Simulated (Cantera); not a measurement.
Feed: 1 mol HMDSO, 5 mol H₂O, equilibrated at 0.640 bar.

Method: chemical equilibrium by Gibbs-energy minimisation in Cantera with the NASA 1993 tables (ideal gas, pure condensed phases). Candidate condensed phases: C, C₆H₆, C₇H₈, C₈H₁₈, H₂O, Si, SiC, SiO₂; 123 gas species. The feed counts by its element totals alone. Mutual solubility and eutectic melting of coexisting phases are not modelled. The tables hold silica as quartz up to 1696 K and as liquid above; real silica turns to tridymite and cristobalite and melts near 1996 K. Gases not in the tables: Si₂H₆ and higher silanes. The numbers say what is thermodynamically allowed, not how fast it happens.

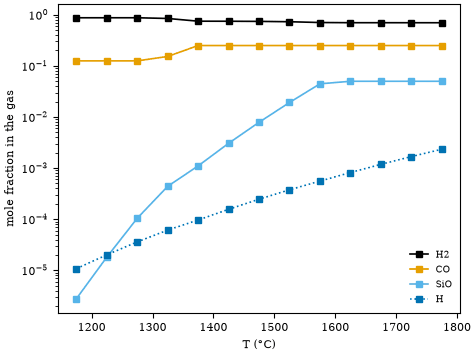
Figure. Equilibrium gas composition (values under 1e-9 drawn at 1e-9)

From 1175 °C to 1275 °C the condensed part is C(graphite) + SiO₂(β-quartz). At 1325 °C the condensed part is C(graphite) + SiC(s) + SiO₂(β-quartz). At 1375 °C the condensed part is SiC(s) + SiO₂(β-quartz). From 1425 °C to 1575 °C the condensed part is SiC(s) + SiO₂(condensed). From 1625 °C to 1775 °C the condensed part is SiC(s). The main Si-bearing gas is SiO throughout.
